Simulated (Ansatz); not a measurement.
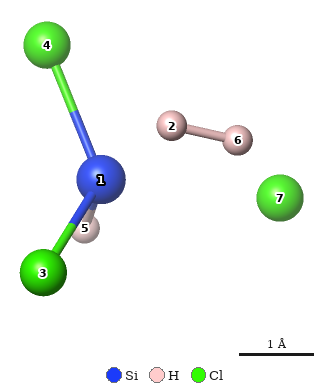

Starting structure of SiH3Cl3. A ball-and-stick model, seen at a tilt.

The reaction that was planned forms Si1–Cl7, H2–H6 and breaks Si1–H2, H6–Cl7 (atoms numbered from 1 in input order).

Level of theory: RKS PBE0-D4/def2-SVP (Ansatz 0.2.0).

The input:
```yaml
crystal:
  periodic: [false, false, false]
  atoms:
    - {symbol: Si, position_ang: [-0.548600, 0.031800, -0.212300]}
    - {symbol: H, position_ang: [0.931300, -0.930900, 0.427200]}
    - {symbol: Cl, position_ang: [-0.297900, -0.944700, -1.948200]}
    - {symbol: Cl, position_ang: [-1.581200, -0.742800, 1.325500]}
    - {symbol: H, position_ang: [-1.344300, 1.196900, -0.591000]}
    - {symbol: H, position_ang: [1.525000, -0.173000, 0.598700]}
    - {symbol: Cl, position_ang: [1.315700, 1.562600, 0.400000]}
basis:
  gaussian: {orbitals: def2-SVP}
hamiltonian: {xc: pbe0, dispersion: d4}
relax: {f_tol: 0.08, max_steps: 120, escape_saddle: false, constraints: [{distance: [0, 6]}, {distance: [1, 5]}, {distance: [0, 1]}, {distance: [5, 6]}]}
```

### Where does the constrained relaxation end?

The largest move after the best rigid fit is that of H6, 0.24 Å. By element the largest moves are H 0.24 Å, Cl 0.09 Å, Si 0.08 Å. Some distances before and after: Si1–H6 2.236 → 1.933 Å, Si1–Cl3 2.007 → 2.048 Å, Si1–H5 1.461 → 1.479 Å. Among the angles between lasting bonds that change: Cl3–Si1–Cl4 122.6° → 117.2°. The optimiser took 3 steps. The run took roughly 15 core-seconds on a shared host.

Final geometry:

```xyz
7

Si   -0.4868    0.0812   -0.1934
H     0.9056   -1.0184    0.4215
Cl   -0.2529   -1.0042   -1.9141
Cl   -1.5192   -0.8022    1.3394
H    -1.3121    1.2446   -0.5845
H     1.3002   -0.1283    0.5132
Cl    1.3652    1.6273    0.4178
```

The end point in the same view:

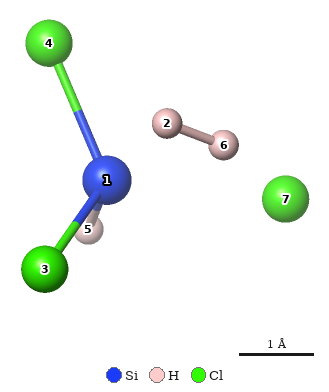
